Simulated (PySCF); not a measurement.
## AsH: geometry relaxation (part 2 of 2)

AsH, multiplicity 5; ROKS-olyp/lanl2dz, optimize (PySCF 2.14.0). 

Geometry of the input (Å):
```
As 0.0000  0.0000  0.0000
H  0.0000  0.0000  1.7190
```

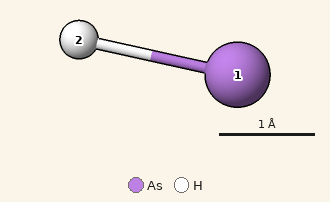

Fig. 1: The starting structure (ball-and-stick view, seen at an oblique angle; atoms are numbered from 1 in the order of the input).

**The program's output, continued**
```
******** <class 'pyscf.scf.hf.DFSymAdaptedROKS_Scanner'> ********
method = DFSymAdaptedROKS_Scanner
initial guess = minao
damping factor = 0
level_shift factor = 0
DIIS = <class 'pyscf.scf.diis.CDIIS'>
diis_start_cycle = 1
diis_space = 8
diis_damp = 0
SCF conv_tol = 1e-09
SCF conv_tol_grad = None
SCF max_cycles = 50
direct_scf = False
num. doubly occ = 1  num. singly occ = 4
XC library pyscf.dft.libxc version 7.0.0
    S. Lehtola, C. Steigemann, M. J.T. Oliveira, and M. A.L. Marques.,  SoftwareX 7, 1–5 (2018)
XC functionals = olyp
    N. C. Handy and A. J. Cohen.,  Mol. Phys. 99, 403 (2001)
    C. Lee, W. Yang, and R. G. Parr.,  Phys. Rev. B 37, 785 (1988)
    B. Miehlich, A. Savin, H. Stoll, and H. Preuss.,  Chem. Phys. Lett. 157, 200 (1989)
radial grids:
    Treutler-Ahlrichs [JCP 102, 346 (1995); DOI:10.1063/1.469408] (M4) radial grids

becke partition: Becke, JCP 88, 2547 (1988); DOI:10.1063/1.454033
pruning grids: <function nwchem_prune>
grids dens level: 3
symmetrized grids: True
atomic radii adjust function: <function treutler_atomic_radii_adjust>
small_rho_cutoff = 0
Freeze 0 electrons in irreps []
    6 free electrons in irreps A1 E1x E1y
Set gradient conv threshold to 3.16228e-05
tot grids = 30232
init E= -6.55087227618701
HOMO (A1) = -0.0854344873710703  LUMO (E1y) = 0.3635482639947
cycle= 1 E= -6.54591677489647  delta_E= 0.00496  |g|= 0.0115  |ddm|= 0.117
HOMO (A1) = -0.119358668624414  LUMO (E1y) = 0.351899564368484
cycle= 2 E= -6.54611568753547  delta_E= -0.000199  |g|= 0.00297  |ddm|= 0.0286
HOMO (A1) = -0.112174468543265  LUMO (E1y) = 0.353181253610032
cycle= 3 E= -6.54612378076757  delta_E= -8.09e-06  |g|= 0.000383  |ddm|= 0.00629
HOMO (A1) = -0.112255789659183  LUMO (E1y) = 0.353021028259556
cycle= 4 E= -6.54612394720197  delta_E= -1.66e-07  |g|= 4.25e-05  |ddm|= 0.000884
HOMO (A1) = -0.112364024116486  LUMO (E1y) = 0.353023256602333
cycle= 5 E= -6.54612394940942  delta_E= -2.21e-09  |g|= 3.12e-06  |ddm|= 9.92e-05
HOMO (A1) = -0.112362265740979  LUMO (E1y) = 0.35302418402675
cycle= 6 E= -6.54612394941742  delta_E= -8.01e-12  |g|= 3.66e-07  |ddm|= 5.12e-06
HOMO (A1) = -0.112362300173062  LUMO (E1y) = 0.353023990428686
Extra cycle  E= -6.54612394941754  delta_E= -1.21e-13  |g|= 9.09e-08  |ddm|= 1.17e-06
converged SCF energy = -6.54612394941754

******** <class 'pyscf.grad.rhf.Gradients_Scanner'> for <class 'pyscf.scf.hf.DFSymAdaptedROKS_Scanner'> ********
unit = Eh/Bohr
grid_response = True
--------------- DFSymAdaptedROKS_Scanner gradients ---------------
         x                y                z
0 As     0.0000000000     0.0000000000     0.0099745436
1 H     0.0000000000     0.0000000000    -0.0099745436
----------------------------------------------
cycle 5: E = -6.54612394942  dE = -0.00825744  norm(grad) = 0.0141061
Step    4 : Displace = 1.538e-01/1.538e-01 (rms/max) Trust = 2.828e-01 (+) Grad = 9.975e-03/9.975e-03 (rms/max) E (change) = -6.5461239494 (-8.257e-03) Quality = 1.457
Hessian Eigenvalues: 1.63908e-02 5.00000e-02 5.00000e-02 ... 5.00000e-02 5.00000e-02 5.00000e-02

Geometry optimization cycle 6
Cartesian coordinates (Angstrom)
 Atom        New coordinates             dX        dY        dZ
  As   0.000000   0.000000  -0.751132    0.000000  0.000000 -0.161014
   H   0.000000   0.000000   2.470132    0.000000  0.000000  0.161014
New geometry
   1 As     0.000000000000   0.000000000000  -0.751131769614 AA    0.000000000000   0.000000000000  -1.419433328031 Bohr
   2 H      0.000000000000   0.000000000000   2.470131769614 AA    0.000000000000   0.000000000000   4.667872536158 Bohr

******** <class 'pyscf.scf.hf.DFSymAdaptedROKS_Scanner'> ********
method = DFSymAdaptedROKS_Scanner
initial guess = minao
damping factor = 0
level_shift factor = 0
DIIS = <class 'pyscf.scf.diis.CDIIS'>
diis_start_cycle = 1
diis_space = 8
diis_damp = 0
SCF conv_tol = 1e-09
SCF conv_tol_grad = None
SCF max_cycles = 50
direct_scf = False
num. doubly occ = 1  num. singly occ = 4
XC library pyscf.dft.libxc version 7.0.0
    S. Lehtola, C. Steigemann, M. J.T. Oliveira, and M. A.L. Marques.,  SoftwareX 7, 1–5 (2018)
XC functionals = olyp
    N. C. Handy and A. J. Cohen.,  Mol. Phys. 99, 403 (2001)
    C. Lee, W. Yang, and R. G. Parr.,  Phys. Rev. B 37, 785 (1988)
    B. Miehlich, A. Savin, H. Stoll, and H. Preuss.,  Chem. Phys. Lett. 157, 200 (1989)
radial grids:
    Treutler-Ahlrichs [JCP 102, 346 (1995); DOI:10.1063/1.469408] (M4) radial grids

becke partition: Becke, JCP 88, 2547 (1988); DOI:10.1063/1.454033
pruning grids: <function nwchem_prune>
grids dens level: 3
symmetrized grids: True
atomic radii adjust function: <function treutler_atomic_radii_adjust>
small_rho_cutoff = 0
Freeze 0 electrons in irreps []
    6 free electrons in irreps A1 E1x E1y
Set gradient conv threshold to 3.16228e-05
tot grids = 30232
init E= -6.5527397680702
HOMO (A1) = -0.104638900902882  LUMO (E1y) = 0.358092376499647
cycle= 1 E= -6.55042332098025  delta_E= 0.00232  |g|= 0.00735  |ddm|= 0.0725
HOMO (A1) = -0.124361924422827  LUMO (E1y) = 0.352643029184163
cycle= 2 E= -6.5
[...]
86e-08  |g|= 4.63e-05  |ddm|= 0.000627
HOMO (A1) = -0.102532509107463  LUMO (A1) = 0.35251124350682
cycle= 3 E= -6.55494285909384  delta_E= -3.28e-09  |g|= 4.96e-06  |ddm|= 0.000159
HOMO (A1) = -0.102433773660847  LUMO (A1) = 0.3525109466119
cycle= 4 E= -6.55494285913077  delta_E= -3.69e-11  |g|= 3.37e-07  |ddm|= 1.44e-05
HOMO (A1) = -0.102460351690954  LUMO (A1) = 0.352510934848254
Extra cycle  E= -6.55494285913084  delta_E= -7.73e-14  |g|= 1.39e-07  |ddm|= 6.59e-07
converged SCF energy = -6.55494285913084

******** <class 'pyscf.grad.rhf.Gradients_Scanner'> for <class 'pyscf.scf.hf.DFSymAdaptedROKS_Scanner'> ********
unit = Eh/Bohr
grid_response = True
--------------- DFSymAdaptedROKS_Scanner gradients ---------------
         x                y                z
0 As     0.0000000000     0.0000000000     0.0000081874
1 H     0.0000000000     0.0000000000    -0.0000081874
----------------------------------------------
cycle 14: E = -6.55494285913  dE = -4.5937e-06  norm(grad) = 1.15787e-05
Step   13 : Displace = 6.168e-02/6.168e-02 (rms/max) Trust = 3.000e-01 (=) Grad = 8.187e-06/8.187e-06 (rms/max) E (change) = -6.5549428591 (-4.594e-06) Quality = 1.691
Hessian Eigenvalues: 6.48585e-05 5.00000e-02 5.00000e-02 ... 5.00000e-02 5.00000e-02 5.00000e-02

Geometry optimization cycle 15
Cartesian coordinates (Angstrom)
 Atom        New coordinates             dX        dY        dZ
  As  -0.000000   0.000000  -1.766731   -0.000000  0.000000 -0.033400
   H  -0.000000   0.000000   3.485731   -0.000000  0.000000  0.033400
New geometry
   1 As     0.000000000000   0.000000000000  -1.766730665022 AA    0.000000000000   0.000000000000  -3.338637092762 Bohr
   2 H      0.000000000000   0.000000000000   3.485730665022 AA    0.000000000000   0.000000000000   6.587076300889 Bohr

******** <class 'pyscf.scf.hf.DFSymAdaptedROKS_Scanner'> ********
method = DFSymAdaptedROKS_Scanner
initial guess = minao
damping factor = 0
level_shift factor = 0
DIIS = <class 'pyscf.scf.diis.CDIIS'>
diis_start_cycle = 1
diis_space = 8
diis_damp = 0
SCF conv_tol = 1e-09
SCF conv_tol_grad = None
SCF max_cycles = 50
direct_scf = False
num. doubly occ = 1  num. singly occ = 4
XC library pyscf.dft.libxc version 7.0.0
    S. Lehtola, C. Steigemann, M. J.T. Oliveira, and M. A.L. Marques.,  SoftwareX 7, 1–5 (2018)
XC functionals = olyp
    N. C. Handy and A. J. Cohen.,  Mol. Phys. 99, 403 (2001)
    C. Lee, W. Yang, and R. G. Parr.,  Phys. Rev. B 37, 785 (1988)
    B. Miehlich, A. Savin, H. Stoll, and H. Preuss.,  Chem. Phys. Lett. 157, 200 (1989)
radial grids:
    Treutler-Ahlrichs [JCP 102, 346 (1995); DOI:10.1063/1.469408] (M4) radial grids

becke partition: Becke, JCP 88, 2547 (1988); DOI:10.1063/1.454033
pruning grids: <function nwchem_prune>
grids dens level: 3
symmetrized grids: True
atomic radii adjust function: <function treutler_atomic_radii_adjust>
small_rho_cutoff = 0
Freeze 0 electrons in irreps []
    6 free electrons in irreps A1 E1x E1y
Set gradient conv threshold to 3.16228e-05
tot grids = 30232
init E= -6.55494083573817
HOMO (A1) = -0.102458807302405  LUMO (A1) = 0.352512119456256
cycle= 1 E= -6.5549436780227  delta_E= -2.84e-06  |g|= 8.27e-05  |ddm|= 0.0011
HOMO (A1) = -0.102220753601585  LUMO (A1) = 0.352507677192491
cycle= 2 E= -6.55494368725853  delta_E= -9.24e-09  |g|= 2.24e-05  |ddm|= 0.00031
HOMO (A1) = -0.102388635367625  LUMO (A1) = 0.352509137651385
cycle= 3 E= -6.55494368804935  delta_E= -7.91e-10  |g|= 2.21e-06  |ddm|= 7.76e-05
HOMO (A1) = -0.102319042225347  LUMO (A1) = 0.35250899783912
Extra cycle  E= -6.554943688056  delta_E= -6.65e-12  |g|= 6.11e-07  |ddm|= 8.13e-06
converged SCF energy = -6.554943688056

******** <class 'pyscf.grad.rhf.Gradients_Scanner'> for <class 'pyscf.scf.hf.DFSymAdaptedROKS_Scanner'> ********
unit = Eh/Bohr
grid_response = True
--------------- DFSymAdaptedROKS_Scanner gradients ---------------
         x                y                z
0 As     0.0000000000     0.0000000000     0.0000014173
1 H     0.0000000000     0.0000000000    -0.0000014173
----------------------------------------------
cycle 15: E = -6.55494368806  dE = -8.28925e-07  norm(grad) = 2.00442e-06
Step   14 : Displace = 3.340e-02/3.340e-02 (rms/max) Trust = 3.000e-01 (=) Grad = 1.417e-06/1.417e-06 (rms/max) E (change) = -6.5549436881 (-8.289e-07) Quality = 1.604
Hessian Eigenvalues: 5.36307e-05 5.00000e-02 5.00000e-02 ... 5.00000e-02 5.00000e-02 5.00000e-02

Geometry optimization cycle 16
Cartesian coordinates (Angstrom)
 Atom        New coordinates             dX        dY        dZ
  As  -0.000000   0.000000  -1.773723   -0.000000  0.000000 -0.006992
   H  -0.000000   0.000000   3.492723   -0.000000  0.000000  0.006992
New geometry
   1 As     0.000000000000   0.000000000000  -1.773723152230 AA    0.000000000000   0.000000000000  -3.351850978515 Bohr
   2 H      0.000000000000   0.000000000000   3.492723152230 AA    0.000000000000   0.000000000000   6.600290186642 Bohr

******** <class 'pyscf.scf.hf.DFSymAdaptedROKS_Scanner'> ********
method = DFSymAdaptedROKS_Scanner
initial guess = minao
damping factor = 0
level_shift factor = 0
DIIS = <class 'pyscf.scf.diis.CDIIS'>
diis_start_cycle = 1
diis_space = 8
diis_damp = 0
SCF conv_tol = 1e-09
SCF conv_tol_grad = None
SCF max_cycles = 50
direct_scf = False
num. doubly occ = 1  num. singly occ = 4
XC library pyscf.dft.libxc version 7.0.0
    S. Lehtola, C. Steigemann, M. J.T. Oliveira, and M. A.L. Marques.,  SoftwareX 7, 1–5 (2018)
XC functionals = olyp
    N. C. Handy and A. J. Cohen.,  Mol. Phys. 99, 403 (2001)
    C. Lee, W. Yang, and R. G. Parr.,  Phys. Rev. B 37, 785 (1988)
    B. Miehlich, A. Savin, H. Stoll, and H. Preuss.,  Chem. Phys. Lett. 157, 200 (1989)
radial grids:
    Treutler-Ahlrichs [JCP 102, 346 (1995); DOI:10.1063/1.469408] (M4) radial grids

becke partition: Becke, JCP 88, 2547 (1988); DOI:10.1063/1.454033
pruning grids: <function nwchem_prune>
grids dens level: 3
symmetrized grids: True
atomic radii adjust function: <function treutler_atomic_radii_adjust>
small_rho_cutoff = 0
Freeze 0 electrons in irreps []
    6 free electrons in irreps A1 E1x E1y
Set gradient conv threshold to 3.16228e-05
tot grids = 30232
init E= -6.55494326774953
HOMO (A1) = -0.102329600494959  LUMO (A1) = 0.352509526852324
cycle= 1 E= -6.55494376550491  delta_E= -4.98e-07  |g|= 1.66e-05  |ddm|= 0.000223
HOMO (A1) = -0.102284936295515  LUMO (A1) = 0.352508690447319
cycle= 2 E= -6.55494376588103  delta_E= -3.76e-10  |g|= 4.54e-06  |ddm|= 6.3e-05
HOMO (A1) = -0.102310281031178  LUMO (A1) = 0.352509035934784
Extra cycle  E= -6.55494376591081  delta_E= -2.98e-11  |g|= 1.38e-06  |ddm|= 1.91e-05
converged SCF energy = -6.55494376591081

******** <class 'pyscf.grad.rhf.Gradients_Scanner'> for <class 'pyscf.scf.hf.DFSymAdaptedROKS_Scanner'> ********
unit = Eh/Bohr
grid_response = True
--------------- DFSymAdaptedROKS_Scanner gradients ---------------
         x                y                z
0 As     0.0000000000     0.0000000000     0.0000003614
1 H     0.0000000000     0.0000000000    -0.0000003614
----------------------------------------------
cycle 16: E = -6.55494376591  dE = -7.78548e-08  norm(grad) = 5.1103e-07
Step   15 : Displace = 6.992e-03/6.992e-03 (rms/max) Trust = 3.000e-01 (=) Grad = 3.614e-07/3.614e-07 (rms/max) E (change) = -6.5549437659 (-7.785e-08) Quality = 4.157
Hessian Eigenvalues: 3.99575e-05 5.00000e-02 5.00000e-02 ... 5.00000e-02 5.00000e-02 5.00000e-02

Geometry optimization cycle 17
Cartesian coordinates (Angstrom)
 Atom        New coordinates             dX        dY        dZ
  As  -0.000000   0.000000  -1.776116   -0.000000  0.000000 -0.002393
   H  -0.000000   0.000000   3.495116   -0.000000  0.000000  0.002393
New geometry
   1 As     0.000000000000   0.000000000000  -1.776115943772 AA    0.000000000000   0.000000000000  -3.356372699202 Bohr
   2 H      0.000000000000   0.000000000000   3.495115943771 AA    0.000000000000   0.000000000000   6.604811907329 Bohr

******** <class 'pyscf.scf.hf.DFSymAdaptedROKS_Scanner'> ********
method = DFSymAdaptedROKS_Scanner
initial guess = minao
damping factor = 0
level_shift factor = 0
DIIS = <class 'pyscf.scf.diis.CDIIS'>
diis_start_cycle = 1
diis_space = 8
diis_damp = 0
SCF conv_tol = 1e-09
SCF conv_tol_grad = None
SCF max_cycles = 50
direct_scf = False
num. doubly occ = 1  num. singly occ = 4
XC library pyscf.dft.libxc version 7.0.0
    S. Lehtola, C. Steigemann, M. J.T. Oliveira, and M. A.L. Marques.,  SoftwareX 7, 1–5 (2018)
XC functionals = olyp
    N. C. Handy and A. J. Cohen.,  Mol. Phys. 99, 403 (2001)
    C. Lee, W. Yang, and R. G. Parr.,  Phys. Rev. B 37, 785 (1988)
    B. Miehlich, A. Savin, H. Stoll, and H. Preuss.,  Chem. Phys. Lett. 157, 200 (1989)
radial grids:
    Treutler-Ahlrichs [JCP 102, 346 (1995); DOI:10.1063/1.469408] (M4) radial grids

becke partition: Becke, JCP 88, 2547 (1988); DOI:10.1063/1.454033
pruning grids: <function nwchem_prune>
grids dens level: 3
symmetrized grids: True
atomic radii adjust function: <function treutler_atomic_radii_adjust>
small_rho_cutoff = 0
Freeze 0 electrons in irreps []
    6 free electrons in irreps A1 E1x E1y
Set gradient conv threshold to 3.16228e-05
tot grids = 30232
init E= -6.554943622611
HOMO (A1) = -0.102291260292041  LUMO (A1) = 0.352509093385368
cycle= 1 E= -6.55494378604129  delta_E= -1.63e-07  |g|= 5.24e-06  |ddm|= 6.9e-05
HOMO (A1) = -0.10228384102546  LUMO (A1) = 0.3525088515236
cycle= 2 E= -6.55494378607782  delta_E= -3.65e-11  |g|= 1.39e-06  |ddm|= 1.93e-05
HOMO (A1) = -0.102288597614156  LUMO (A1) = 0.352508955173024
Extra cycle  E= -6.5549437860806  delta_E= -2.78e-12  |g|= 4.19e-07  |ddm|= 5.82e-06
converged SCF energy = -6.5549437860806

******** <class 'pyscf.grad.rhf.Gradients_Scanner'> for <class 'pyscf.scf.hf.DFSymAdaptedROKS_Scanner'> ********
unit = Eh/Bohr
grid_response = True
--------------- DFSymAdaptedROKS_Scanner gradients ---------------
         x                y                z
0 As     0.0000000000     0.0000000000     0.0000000456
1 H     0.0000000000     0.0000000000    -0.0000000456
----------------------------------------------
cycle 17: E = -6.55494378608  dE = -2.01698e-08  norm(grad) = 6.45198e-08
Step   16 : Displace = 2.393e-03/2.393e-03 (rms/max) Trust = 3.000e-01 (=) Grad = 4.562e-08/4.562e-08 (rms/max) E (change) = -6.5549437861 (-2.017e-08) Quality = 12.344
Hessian Eigenvalues: 3.99575e-05 5.00000e-02 5.00000e-02 ... 5.00000e-02 5.00000e-02 5.00000e-02

Geometry optimization cycle 18
Cartesian coordinates (Angstrom)
 Atom        New coordinates             dX        dY        dZ
  As  -0.000000   0.000000  -1.776418   -0.000000  0.000000 -0.000302
   H  -0.000000   0.000000   3.495418   -0.000000  0.000000  0.000302
New geometry
   1 As     0.000000000000   0.000000000000  -1.776418044099 AA    0.000000000000   0.000000000000  -3.356943586082 Bohr
   2 H      0.000000000000   0.000000000000   3.495418044098 AA    0.000000000000   0.000000000000   6.605382794209 Bohr

******** <class 'pyscf.scf.hf.DFSymAdaptedROKS_Scanner'> ********
method = DFSymAdaptedROKS_Scanner
initial guess = minao
damping factor = 0
level_shift factor = 0
DIIS = <class 'pyscf.scf.diis.CDIIS'>
diis_start_cycle = 1
diis_space = 8
diis_damp = 0
SCF conv_tol = 1e-09
SCF conv_tol_grad = None
SCF max_cycles = 50
direct_scf = False
num. doubly occ = 1  num. singly occ = 4
XC library pyscf.dft.libxc version 7.0.0
    S. Lehtola, C. Steigemann, M. J.T. Oliveira, and M. A.L. Marques.,  SoftwareX 7, 1–5 (2018)
XC functionals = olyp
    N. C. Handy and A. J. Cohen.,  Mol. Phys. 99, 403 (2001)
    C. Lee, W. Yang, and R. G. Parr.,  Phys. Rev. B 37, 785 (1988)
    B. Miehlich, A. Savin, H. Stoll, and H. Preuss.,  Chem. Phys. Lett. 157, 200 (1989)
radial grids:
    Treutler-Ahlrichs [JCP 102, 346 (1995); DOI:10.1063/1.469408] (M4) radial grids

becke partition: Becke, JCP 88, 2547 (1988); DOI:10.1063/1.454033
pruning grids: <function nwchem_prune>
grids dens level: 3
symmetrized grids: True
atomic radii adjust function: <function treutler_atomic_radii_adjust>
small_rho_cutoff = 0
Freeze 0 electrons in irreps []
    6 free electrons in irreps A1 E1x E1y
Set gradient conv threshold to 3.16228e-05
tot grids = 30232
init E= -6.55494376803465
HOMO (A1) = -0.102283295997197  LUMO (A1) = 0.352508943876517
cycle= 1 E= -6.55494378841708  delta_E= -2.04e-08  |g|= 6.04e-07  |ddm|= 7.71e-06
HOMO (A1) = -0.102283353161201  LUMO (A1) = 0.352508919382818
cycle= 2 E= -6.55494378841754  delta_E= -4.65e-13  |g|= 1.51e-07  |ddm|= 2.12e-06
HOMO (A1) = -0.102283582069234  LUMO (A1) = 0.352508930538965
Extra cycle  E= -6.55494378841758  delta_E= -3.91e-14  |g|= 4.52e-08  |ddm|= 6.31e-07
converged SCF energy = -6.55494378841758

******** <class 'pyscf.grad.rhf.Gradients_Scanner'> for <class 'pyscf.scf.hf.DFSymAdaptedROKS_Scanner'> ********
unit = Eh/Bohr
grid_response = True
--------------- DFSymAdaptedROKS_Scanner gradients ---------------
         x                y                z
0 As     0.0000000000     0.0000000000     0.0000000066
1 H     0.0000000000     0.0000000000    -0.0000000066
----------------------------------------------
cycle 18: E = -6.55494378842  dE = -2.33698e-09  norm(grad) = 9.35748e-09
```

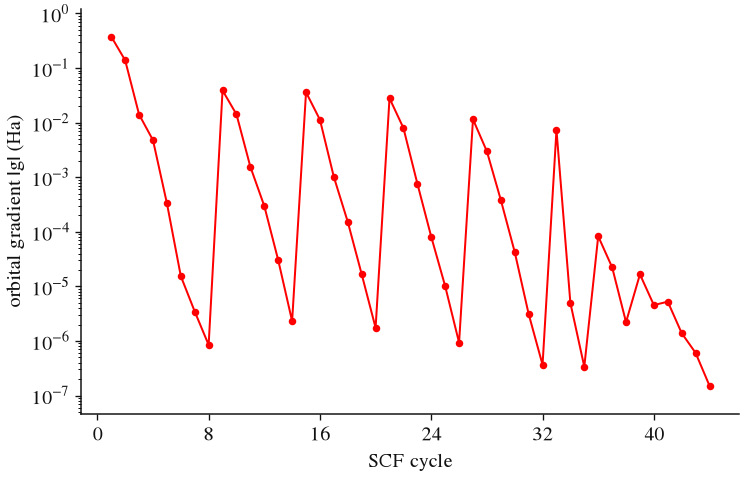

Fig. 2: Convergence of the self-consistent field: orbital gradient |g| against the SCF cycle. All cycles printed in the log are drawn one after another.

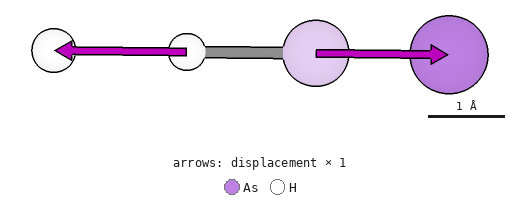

Fig. 3: Start (faint) and end (solid) with the displacements as pink arrows, at true length (ball-and-stick view, seen at a tilt). The two geometries are laid on each other by the best rigid fit. The largest moves after the best rigid fit, 1.78 Å, are those of As1 and H2. Largest moves by element: H 1.78 Å, As 1.78 Å. Distances before and after: As1–H2 1.719 → 5.272 Å. Bonds break: As1–H2 (1.72 → 5.27 Å). (Atoms are counted from 1 in the order of the input.)

```
Step   17 : Displace = 3.021e-04/3.021e-04 (rms/max) Trust = 3.000e-01 (=) Grad = 6.617e-09/6.617e-09 (rms/max) E (change) = -6.5549437884 (-2.337e-09) Quality = 89.728
Hessian Eigenvalues: 3.99575e-05 5.00000e-02 5.00000e-02 ... 5.00000e-02 5.00000e-02 5.00000e-02
Converged! =D

    #| If this code has benefited your research, please support us by citing: |#
    #| Wang, L.-P.; Song, C.C. (2016) "Geometry optimization made simple with |#
    #| translation and rotation coordinates", J. Chem, Phys. 144, 214108.     |#
    #|                                     |#
optimised geometry (angstrom)
As          0.00000000        0.00000000       -1.77641804
H           0.00000000        0.00000000        3.49541804
orbital energies (hartree): [-0.5204 -0.2865 -0.1825 -0.1825 -0.0126  0.331   0.3411  0.3411]
```

**Summary**

| quantity | value |
| --- | --- |
| outcome | converged |
| SCF energy at the first geometry | −6.449051 hartree |
| wall time | 15 s |
